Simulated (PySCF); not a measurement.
## Electronic structure of C$_{3}$H$_{11}$OSi$_{3}$ (doublet) in real space

```csv
atom,x (Å),y (Å),z (Å)
Si,2.3746,0.9635,0.1797
O,1.5543,-0.2918,-0.3980
Si,1.0756,-1.8282,-0.6697
C,-0.7829,-1.9023,-0.5914
Si,-1.9823,-0.5668,-0.4403
C,-1.5219,1.2148,-1.0251
C,-1.5199,1.0798,0.4571
H,2.1764,1.0173,1.6305
H,1.8014,2.1355,-0.4831
H,3.7898,0.7976,-0.1484
H,1.6326,-2.1464,-1.9932
H,1.7220,-2.6606,0.3561
H,-1.1972,-2.8966,-0.6882
H,-3.4289,-0.7654,-0.4395
H,-0.5610,1.3193,-1.5019
H,-2.2910,1.8295,-1.4693
H,-0.5584,1.1058,0.9440
H,-2.2920,1.6013,1.0044
```

Geometry: GFN2-xTB.

Theory: PySCF 2.14.0, density-fitted response routines, UKS B3LYP, pcH-1 on C H O Si, non-relativistic, mean-field spin-orbit, GIAO.

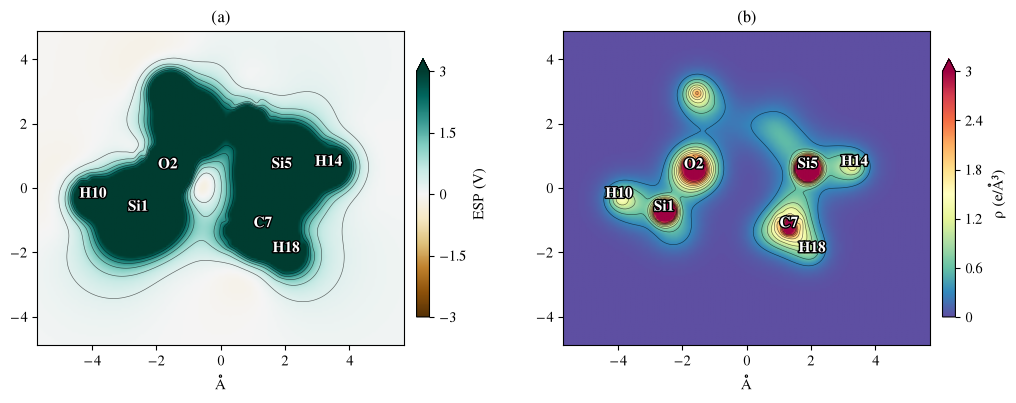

Figure 1. (a) electrostatic potential; (b) total electron density on the plane of atoms C7, Si5 and H14.

Question: Read the bonding off the picture.

Answer:
- Atoms in the plane: Si, O, C and H.
- Si–O (1.61 Å): ρ at the midpoint is about 1.3 e/Å³.
- C–H (1.08 Å): ρ is about 1.7 e/Å³ halfway.
- C–Si (1.93 Å): ρ is about 0.65 e/Å³ halfway.
- Si–H (1.46 Å): ρ is about 0.68 e/Å³ halfway.
- The potential has no marked negative region in this plane.

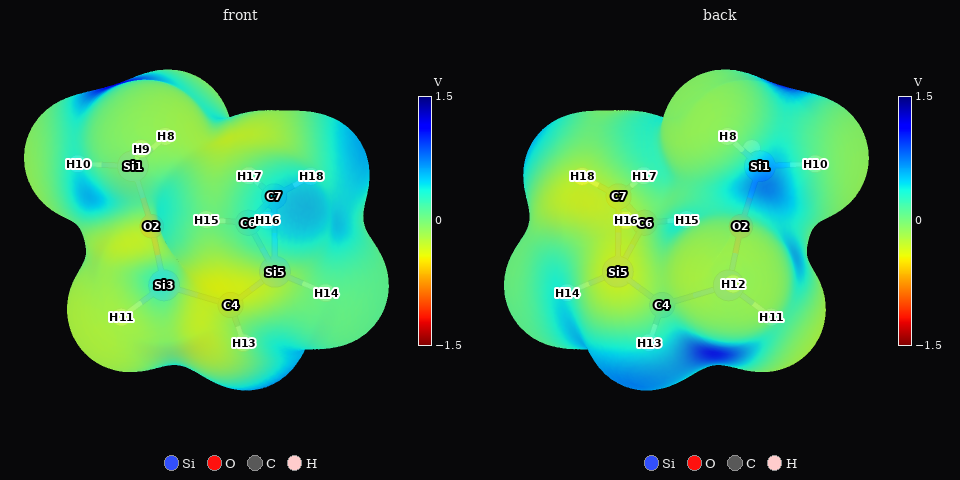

Figure 2. The electrostatic potential painted on the density surface at 0.001 e/bohr³, seen from the front and from behind; the colour scale runs from red (negative) to blue (positive).

Question: Where is the surface potential most negative and most positive?

Answer: The most negative region (about −0.4 V) lies over C4, C6 and C7, the most positive (about +1.1 V) over Si1 and Si3.
